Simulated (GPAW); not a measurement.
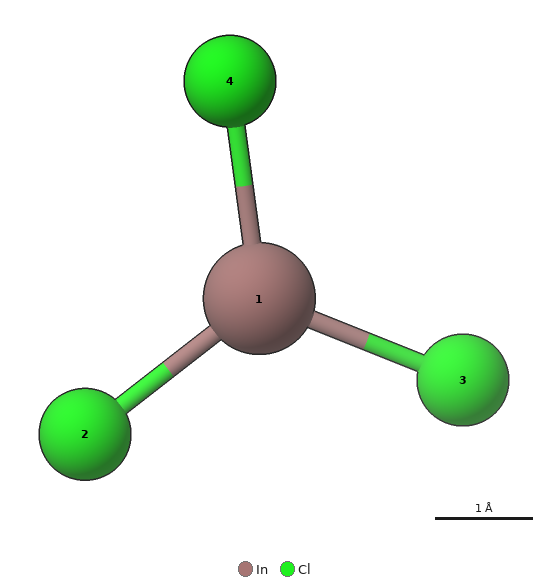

**Figure 1.** The structure as given in the input (ball-and-stick view, seen on its broad side; atoms are numbered from 1 in the order of the input). Sticks mark near contacts. Bond lengths as drawn: Cl–In 2.30 Å.

InCl$_{3}$: property calculation

InCl$_{3}$, set up with PW91/dzp, scalar-relativistic datasets (GPAW 26.7.0).

The geometry comes from this level: GFN2-xTB.

Input file (gs_sp.py)
```python
import numpy as np
from ase.io.zmatrix import parse_zmatrix
from ase.units import Debye
from gpaw import GPAW, setup_paths
from gpaw.atom.configurations import parameters
from gpaw.atom.generator import Generator

# Set up the molecule
zmat = """
In
Cl 1 r2
Cl 1 r3 2 a3
Cl 1 r4 3 a4 2 d4
"""
values = dict(r2=2.296265, r3=2.296191, a3=119.99781, r4=2.296133, a4=120.0028, d4=179.9931)
atoms = parse_zmatrix(zmat, defs=values)
atoms.center(vacuum=0.3)

# PAW datasets for this functional
for symbol in ['Cl', 'In']:
    Generator(symbol, xcname='PW91', scalarrel=True, nofiles=True, txt=None).run(**parameters[symbol])
setup_paths.insert(0, '.')

# DFT calculator
calc = GPAW(mode='lcao', basis='dzp', xc='PW91', h=0.2, maxiter=92, txt='-')
atoms.calc = calc

energy = atoms.get_potential_energy()
print(f'Energy                  {energy:.5f} eV')
forces = atoms.get_forces()
print('Forces (eV/Ang)')
for symbol, f in zip(atoms.symbols, forces):
    print(f'{symbol:2} {f[0]:9.4f} {f[1]:9.4f} {f[2]:9.4f}')
dipole = atoms.get_dipole_moment() / Debye
print(f'Dipole: {np.linalg.norm(dipole):.3f} D')
homo, lumo = calc.get_homo_lumo()
print(f'HOMO: {homo:.3f} eV')
print(f'LUMO: {lumo:.3f} eV')
print(f'Gap: {lumo - homo:.3f} eV')
```

Command:
```bash
python3 gs_sp.py
```

Log
```
__  _  _
 | _ |_)|_||  |
 |__||  | ||/\| - 26.7.0

units:  Angstrom and eV
cores:  1
OpenMP: False

Versions:
  Python: 3.12.14
  ASE:    3.29.0
  Numpy:  2.5.5
  Scipy:  1.18.1
  Libxc:  7.0.0

        _gpaw.cpython-312-aarch64-linux-gnu.so

Input parameters:
  mode=LCAO(),
  basis={'default': 'dzp'},
  h=0.2,
  maxiter=92,
  xc=XC(name='PW91')
gpaw.old.grid_descriptor.GridBoundsError: Atom 0 too close to edge: Box at 0.358 0.500 0.500 crosses boundary.  Beg. of box [ -6   3 -23], end of box [35 46 32], max box size [40 48  8]
```

Outcome

- outcome: refused by the program
- hardware: 1 thread of Arm Neoverse V1, 24 GiB of memory available, shared host

Diagnosis

Some settings of this run were drawn to be unusual or wrong (vacuum set to 0.3 (from 4.5); box set to center (from center)). The program refused the input: “datasets made with stock radii, not tested”
